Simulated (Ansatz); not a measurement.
# ZrS: a sublattice displacement scan

This session takes ZrS and sets out to measure how stiffly every Zr atom is held.

The COD entry's cell or inner coordinates are ideal or old and differ from later refinements, so a difference from it is no clean test against experiment.

Computed with Ansatz 0.2.0 (DFT PBEsol, scalar-relativistic, plane waves, PAW, unless a step's input says otherwise).

### Step 1. The structure to begin with

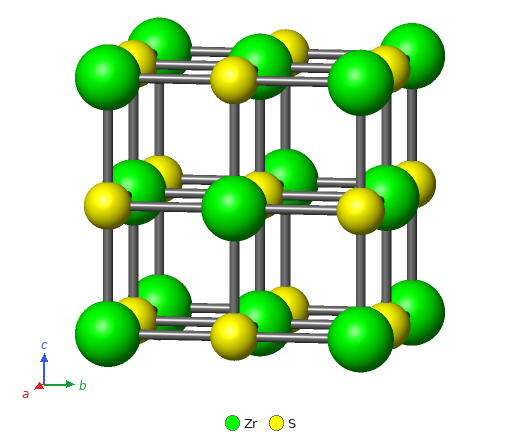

The starting structure, seen slightly off an axis (zirconium green, sulfur yellow). Atoms on the faces are drawn again on the opposite ones. The cell drawn here is the conventional one.

Coordinates:

```cif
data_structure
_symmetry_space_group_name_H-M 'Fm-3m'
_symmetry_Int_Tables_number 225
_cell_length_a 5.2500
_cell_length_b 5.2500
_cell_length_c 5.2500
_cell_angle_alpha 90.000
_cell_angle_beta 90.000
_cell_angle_gamma 90.000
_cell_volume 144.70
loop_
_atom_site_label
_atom_site_type_symbol
_atom_site_symmetry_multiplicity
_atom_site_Wyckoff_symbol
_atom_site_fract_x
_atom_site_fract_y
_atom_site_fract_z
_atom_site_occupancy
Zr1 Zr 4 a 0.00000 0.00000 0.00000 1
S1 S 4 b 0.50000 0.00000 0.00000 1
```

No relaxation comes first: the listed cell is the starting point.

### Step 2. Zero of energy

The reference gives a free energy of -5016.5769 eV, pressure -6.46 GPa, largest force 0.000 eV/Å and gap on the mesh none (metal). It was computed beforehand with the settings of the runs below.

### Step 3. Next: a sublattice displacement scan

Every Zr atom is moved by x along the Cartesian unit vector (0.000, 0.000, -1.000); the cell and all other atoms stay fixed. Forces below are components along that vector, summed over the moved atoms.

### Step 4. x = -0.300 Å

input.yaml reads:

```yaml
crystal:
  lattice:
    - [0.0, 2.625, 2.625]
    - [2.625, 0.0, 2.625]
    - [2.625, 2.625, 0.0]
  atoms:
    - { symbol: Zr, position: [0.0571428571, 0.0571428571, -0.0571428571] }
    - { symbol: S, position: [0.5, 0.5, 0.5] }
basis:
  ecutwfc: 420
kpoints:
  mp_grid: { grid: [16, 16, 16] }
hamiltonian:
  xc: pbesol
scf:
  occupations: { method: gaussian, width: 0.15 }
output:
  forces: true
  stress: true
  eigenvalues: true
```

Standard output, shortened:

```text
Warning: RAYON_NUM_THREADS=1 ignored (pool sized by the plan → 1); use --threads N
[...]
Pseudopotentials: kind: paw
Pseudopotential: Zr, paw, valence charge 12, recommended cutoff 420 eV (normal), Zr.paw.azcp
Pseudopotential: S, paw, valence charge 6, recommended cutoff 420 eV (normal), S.paw.azcp
Functional definition: PBEsol
[...]
Crystal: 2 atoms, lattice volume = 36.176 Å³
Basis set: ecut = 420 eV, 725 PW (Γ), exchange–correlation on 50×50×50 points (8 copies of the dense FFT grid, shifted against one another)
Bands: 13, of which v1, the nominal top of the filled ones, is band 9 counted from 1 (8 counted from 0)
Symmetry: 8 space group operations
Space group: I4mm (ITA 107), of the structure as read, at distance tolerance 3.3e-5 Å
k-points: 349 of 4096 (time reversal used)
[...]
SCF iter   1: F=—  HF=-5016.308724 eV  |F-HF|=—  |Δ(HF+E_count)|=         —  Δρ=4.32e-3  dr2=7.32e-3  ethr=1.77e-3  ⟨swp⟩=5.0  Hψ=25442  notcnv=0
[...]
SCF iter   6: F=-5016.304393 eV  HF=-5016.304393 eV  |F-HF|=7.35e-9  |Δ(HF+E_count)|=   5.81e-8  Δρ=8.71e-6  dr2=2.35e-8  ethr=5.56e-10  ⟨swp⟩=4.2  Hψ=16386  notcnv=0
[...]
SCF converged after 6 iterations
Free energy (F): -5016.304393 eV
[...]
E sigma→0 (E₀):  -5016.297046 eV
Entropy (-TS):   -0.014694 eV (-7.347 meV/atom)
Fermi energy:    14.346680 eV
[...]
--- Forces (eV/Å), atoms counted from 1 ---
  atom   1  Zr     0.00000000    -0.00000000    -2.30049695
  atom   2  S     -0.00000000     0.00000000     2.30054202
[...]
--- Stress (GPa, compression-positive) ---
       -7.511660       0.000000       0.000000
        0.000000      -7.511660       0.000000
        0.000000       0.000000      12.573346
  P = ⅓ Tr σ = -0.8167 GPa (-8.167 kbar)
--- Band table (eV; the first three rows and the last of 349) ---
  k-point 0: bands = ["-35.3410", "-13.4297", "-13.3320", "-13.3320", "-1.3268", "10.2887", "10.3781", "10.3781", "13.2209", "13.8064", "13.8064", "13.8756", "14.8701"]
[...]
```

Wall time 5.3 s (1 thread of an x86-64 CPU, shared host); peak memory 0.55 GiB.

### Step 5. x = 0.225 Å

input.yaml, as its differences from that of step 4:

```diff
@@ -6,3 +6,3 @@
   atoms:
-    - { symbol: Zr, position: [0.0571428571, 0.0571428571, -0.0571428571] }
+    - { symbol: Zr, position: [-0.0428571429, -0.0428571429, 0.0428571429] }
     - { symbol: S, position: [0.5, 0.5, 0.5] }
```

Standard output, shortened:

```text
[...]
SCF converged after 6 iterations
Free energy (F): -5016.442401 eV
[...]
E sigma→0 (E₀):  -5016.435537 eV
Entropy (-TS):   -0.013728 eV (-6.864 meV/atom)
Fermi energy:    14.398271 eV
[...]
--- Forces (eV/Å), atoms counted from 1 ---
  atom   1  Zr     0.00000000     0.00000000     1.42155634
  atom   2  S      0.00000000    -0.00000000    -1.42160266
[...]
--- Stress (GPa, compression-positive) ---
       -7.127342       0.000000       0.000000
        0.000000      -7.127342      -0.000000
        0.000000      -0.000000       4.126859
  P = ⅓ Tr σ = -3.3759 GPa (-33.759 kbar)
--- Band table (eV; the first three rows and the last of 349) ---
  k-point 0: bands = ["-35.3707", "-13.4125", "-13.3627", "-13.3627", "-1.3316", "10.5337", "10.6084", "10.6084", "13.1740", "13.5372", "13.5372", "13.8368", "14.4582", "16.1941", "21.3182", "26.5588", "26.5588"]
[...]
```

It took 8.2 s on 1 thread of an x86-64 CPU, shared host; peak memory 0.58 GiB.

### Step 6. x = -0.150 Å

input.yaml, as its differences from that of step 5:

```diff
@@ -6,3 +6,3 @@
   atoms:
-    - { symbol: Zr, position: [-0.0428571429, -0.0428571429, 0.0428571429] }
+    - { symbol: Zr, position: [0.0285714286, 0.0285714286, -0.0285714286] }
     - { symbol: S, position: [0.5, 0.5, 0.5] }
```

Standard output, shortened:

```text
[...]
SCF converged after 6 iterations
Free energy (F): -5016.523199 eV
[...]
E sigma→0 (E₀):  -5016.516186 eV
Entropy (-TS):   -0.014027 eV (-7.014 meV/atom)
Fermi energy:    14.439400 eV
[...]
--- Forces (eV/Å), atoms counted from 1 ---
  atom   1  Zr     0.00000000     0.00000000    -0.78178546
  atom   2  S     -0.00000000     0.00000000     0.78181058
[...]
--- Stress (GPa, compression-positive) ---
       -6.739266       0.000000       0.000000
        0.000000      -6.739266       0.000000
        0.000000       0.000000      -1.861836
  P = ⅓ Tr σ = -5.1135 GPa (-51.135 kbar)
--- Band table (eV; the first three rows and the last of 349) ---
  k-point 0: bands = ["-35.3935", "-13.4055", "-13.3853", "-13.3853", "-1.3357", "10.7541", "10.7976", "10.7976", "13.1398", "13.3162", "13.3162", "13.8075", "14.1100", "16.2345", "21.4724", "26.5931", "26.5931"]
[...]
```

It took 7.4 s on 1 thread of an x86-64 CPU, shared host; peak memory 0.58 GiB.

### Step 7. At x = 0.075 Å

input.yaml, as its differences from that of step 6:

```diff
@@ -6,3 +6,3 @@
   atoms:
-    - { symbol: Zr, position: [0.0285714286, 0.0285714286, -0.0285714286] }
+    - { symbol: Zr, position: [-0.0142857143, -0.0142857143, 0.0142857143] }
     - { symbol: S, position: [0.5, 0.5, 0.5] }
```

Standard output, shortened:

```text
Warning: RAYON_NUM_THREADS=1 ignored (pool sized by the plan → 1); use --threads N
[...]
Pseudopotentials: kind: paw
Pseudopotential: Zr, paw, valence charge 12, recommended cutoff 420 eV (normal), Zr.paw.azcp
Pseudopotential: S, paw, valence charge 6, recommended cutoff 420 eV (normal), S.paw.azcp
Functional definition: PBEsol
[...]
Crystal: 2 atoms, lattice volume = 36.176 Å³
Basis set: ecut = 420 eV, 725 PW (Γ), exchange–correlation on 50×50×50 points (8 copies of the dense FFT grid, shifted against one another)
Bands: 13, of which v1, the nominal top of the filled ones, is band 9 counted from 1 (8 counted from 0)
Symmetry: 8 space group operations
Space group: I4mm (ITA 107), of the structure as read, at distance tolerance 3.3e-5 Å
k-points: 349 of 4096 (time reversal used)
[...]
SCF iter   1: F=—  HF=-5016.568276 eV  |F-HF|=—  |Δ(HF+E_count)|=         —  Δρ=3.99e-3  dr2=6.98e-3  ethr=1.77e-3  ⟨swp⟩=5.4  Hψ=56287  notcnv=0
[...]
SCF iter   6: F=-5016.564475 eV  HF=-5016.564475 eV  |F-HF|=1.02e-8  |Δ(HF+E_count)|=   2.68e-8  Δρ=7.16e-6  dr2=2.14e-8  ethr=5.56e-10  ⟨swp⟩=7.2  Hψ=24746  notcnv=0
[...]
SCF converged after 6 iterations
Free energy (F): -5016.564475 eV
[...]
E sigma→0 (E₀):  -5016.557403 eV
Entropy (-TS):   -0.014145 eV (-7.073 meV/atom)
Fermi energy:    14.468315 eV
[...]
--- Forces (eV/Å), atoms counted from 1 ---
  atom   1  Zr     0.00000000     0.00000000     0.34002772
  atom   2  S      0.00000000     0.00000000    -0.34004026
[...]
--- Stress (GPa, compression-positive) ---
       -6.527433       0.000000       0.000000
        0.000000      -6.527433       0.000000
        0.000000       0.000000      -5.332971
  P = ⅓ Tr σ = -6.1293 GPa (-61.293 kbar)
--- Band table (eV; the first three rows and the last of 349) ---
  k-point 0: bands = ["-35.4078", "-13.4037", "-13.3992", "-13.3992", "-1.3385", "10.9140", "10.9267", "10.9267", "13.1192", "13.1665", "13.1665", "13.7893", "13.8705", "16.2606", "21.5699", "26.6147", "26.6147"]
[...]
```

It took 7.6 s on 1 thread of an x86-64 CPU, shared host; peak memory 0.58 GiB.

### Step 8. At x = 0.263 Å

input.yaml, as its differences from that of step 7:

```diff
@@ -6,3 +6,3 @@
   atoms:
-    - { symbol: Zr, position: [-0.0142857143, -0.0142857143, 0.0142857143] }
+    - { symbol: Zr, position: [-0.05, -0.05, 0.05] }
     - { symbol: S, position: [0.5, 0.5, 0.5] }
```

Standard output, shortened:

```text
[...]
SCF converged after 6 iterations
Free energy (F): -5016.381562 eV
[...]
E sigma→0 (E₀):  -5016.374192 eV
Entropy (-TS):   -0.014740 eV (-7.370 meV/atom)
Fermi energy:    14.374675 eV
[...]
--- Forces (eV/Å), atoms counted from 1 ---
  atom   1  Zr     0.00000000     0.00000000     1.82993247
  atom   2  S      0.00000000     0.00000000    -1.82999348
[...]
--- Stress (GPa, compression-positive) ---
       -7.325106       0.000000       0.000000
        0.000000      -7.325106      -0.000000
        0.000000      -0.000000       8.044082
  P = ⅓ Tr σ = -2.2020 GPa (-22.020 kbar)
--- Band table (eV; the first three rows and the last of 349) ---
  k-point 0: bands = ["-35.3566", "-13.4196", "-13.3482", "-13.3482", "-1.3293", "10.4123", "10.4975", "10.4975", "13.1961", "13.6670", "13.6670", "13.8553", "14.6589", "16.1705", "21.2230", "26.5377", "26.5377"]
[...]
```

It took 7.5 s on 1 thread of an x86-64 CPU, shared host; peak memory 0.59 GiB.

### Step 9. x = 0.188 Å

input.yaml, as its differences from that of step 8:

```diff
@@ -6,3 +6,3 @@
   atoms:
-    - { symbol: Zr, position: [-0.05, -0.05, 0.05] }
+    - { symbol: Zr, position: [-0.0357142857, -0.0357142857, 0.0357142857] }
     - { symbol: S, position: [0.5, 0.5, 0.5] }
```

Standard output, shortened:

```text
Warning: RAYON_NUM_THREADS=1 ignored (pool sized by the plan → 1); use --threads N
[...]
Pseudopotentials: kind: paw
Pseudopotential: Zr, paw, valence charge 12, recommended cutoff 420 eV (normal), Zr.paw.azcp
Pseudopotential: S, paw, valence charge 6, recommended cutoff 420 eV (normal), S.paw.azcp
Functional definition: PBEsol
[...]
Crystal: 2 atoms, lattice volume = 36.176 Å³
Basis set: ecut = 420 eV, 725 PW (Γ), exchange–correlation on 50×50×50 points (8 copies of the dense FFT grid, shifted against one another)
Bands: 13, of which v1, the nominal top of the filled ones, is band 9 counted from 1 (8 counted from 0)
Symmetry: 8 space group operations
Space group: I4mm (ITA 107), of the structure as read, at distance tolerance 3.3e-5 Å
k-points: 349 of 4096 (time reversal used)
[...]
SCF iter   1: F=—  HF=-5016.492532 eV  |F-HF|=—  |Δ(HF+E_count)|=         —  Δρ=3.97e-3  dr2=6.63e-3  ethr=1.77e-3  ⟨swp⟩=5.5  Hψ=56800  notcnv=0
[...]
SCF iter   6: F=-5016.488788 eV  HF=-5016.488788 eV  |F-HF|=8.25e-9  |Δ(HF+E_count)|=   6.44e-8  Δρ=7.11e-6  dr2=1.98e-8  ethr=5.56e-10  ⟨swp⟩=7.2  Hψ=25399  notcnv=0
[...]
SCF converged after 6 iterations
Free energy (F): -5016.488788 eV
[...]
E sigma→0 (E₀):  -5016.481947 eV
Entropy (-TS):   -0.013683 eV (-6.841 meV/atom)
Fermi energy:    14.419670 eV
[...]
--- Forces (eV/Å), atoms counted from 1 ---
  atom   1  Zr     0.00000000     0.00000000     1.06401762
  atom   2  S      0.00000000     0.00000000    -1.06405058
[...]
--- Stress (GPa, compression-positive) ---
       -6.913180       0.000000       0.000000
        0.000000      -6.913180       0.000000
        0.000000       0.000000       0.811018
  P = ⅓ Tr σ = -4.3384 GPa (-43.384 kbar)
--- Band table (eV; the first three rows and the last of 349) ---
  k-point 0: bands = ["-35.3831", "-13.4080", "-13.3752", "-13.3752", "-1.3337", "10.6492", "10.7092", "10.7092", "13.1551", "13.4194", "13.4194", "13.8207", "14.2733", "16.2157", "21.4018", "26.5775", "26.5775"]
[...]
```

It took 7.4 s on 1 thread of an x86-64 CPU, shared host; peak memory 0.58 GiB.

### Step 10. x = 0.113 Å

input.yaml, as its differences from that of step 9:

```diff
@@ -6,3 +6,3 @@
   atoms:
-    - { symbol: Zr, position: [-0.0357142857, -0.0357142857, 0.0357142857] }
+    - { symbol: Zr, position: [-0.0214285714, -0.0214285714, 0.0214285714] }
     - { symbol: S, position: [0.5, 0.5, 0.5] }
```

Standard output, shortened:

```text
[...]
SCF converged after 6 iterations
Free energy (F): -5016.547969 eV
[...]
E sigma→0 (E₀):  -5016.540939 eV
Entropy (-TS):   -0.014060 eV (-7.030 meV/atom)
Fermi energy:    14.455010 eV
[...]
--- Forces (eV/Å), atoms counted from 1 ---
  atom   1  Zr     0.00000000    -0.00000000     0.54510524
  atom   2  S      0.00000000    -0.00000000    -0.54512359
[...]
--- Stress (GPa, compression-positive) ---
       -6.614098       0.000000       0.000000
        0.000000      -6.614098       0.000000
        0.000000       0.000000      -3.896065
  P = ⅓ Tr σ = -5.7081 GPa (-57.081 kbar)
--- Band table (eV; the first three rows and the last of 349) ---
  k-point 0: bands = ["-35.4017", "-13.4040", "-13.3935", "-13.3935", "-1.3372", "10.8444", "10.8712", "10.8712", "13.1277", "13.2309", "13.2309", "13.7969", "13.9740", "16.2496", "21.5287", "26.6057", "26.6057"]
[...]
```

Run time: 7.3 s. Hardware: 1 thread of an x86-64 CPU, shared host; peak memory 0.59 GiB.

### Step 11. The scan collected

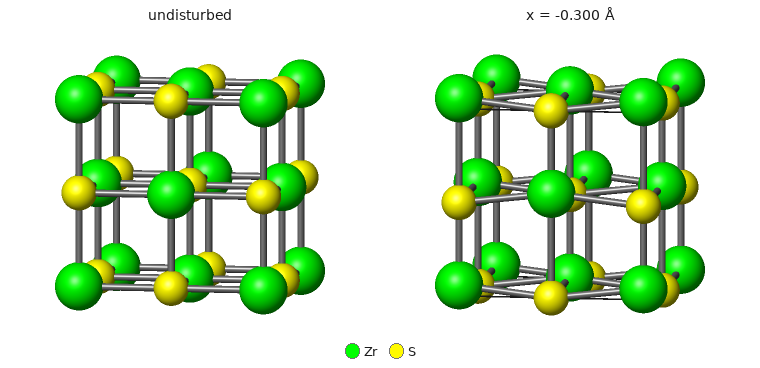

The undisturbed cell and the costliest point of the scan, at one scale, with neighbouring cells.

The scan, with free energies counted from the undisturbed cell:

| x (Å) | ΔE (meV/cell) | force on the moved atoms (eV/Å) | pressure (GPa) |
| --- | --- | --- | --- |
| -0.300 | 272.5 | 2.300 | -0.8 |
| -0.150 | 53.7 | 0.782 | -5.1 |
| 0.000 | 0.0 | 0.000 | -6.5 |
| 0.075 | 12.4 | -0.340 | -6.1 |
| 0.113 | 28.9 | -0.545 | -5.7 |
| 0.188 | 88.1 | -1.064 | -4.3 |
| 0.225 | 134.5 | -1.422 | -3.4 |
| 0.263 | 195.3 | -1.830 | -2.2 |

Not run, since symmetry makes them alike: 0.300 repeats -0.300, -0.225 repeats 0.225, 0.150 repeats -0.150, -0.075 repeats 0.075. Energy, pressure and gap are the same there.

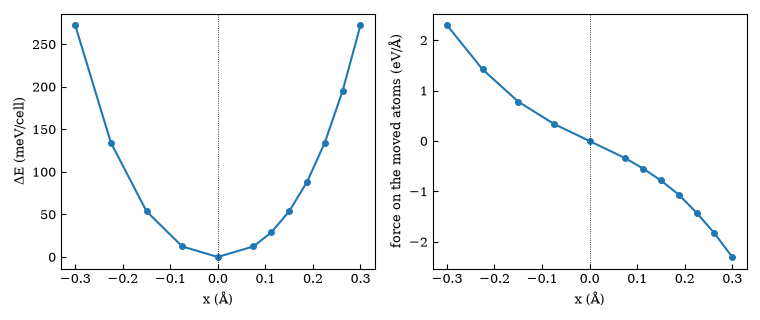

ΔE and force on the moved atoms along the scan; points alike by symmetry are filled in.

### Step 12. Summary of results

| quantity | value |
| --- | --- |
| force constant along x, from the points at -0.150, 0 and 0.075 Å | 4.76 eV/Å² |

What this shows: Near the site the force constant is 4.76 eV/Å². The step of 0.15 Å is wide, so anharmonic terms mix in. The undisturbed cell stays the lowest of the sampled points.
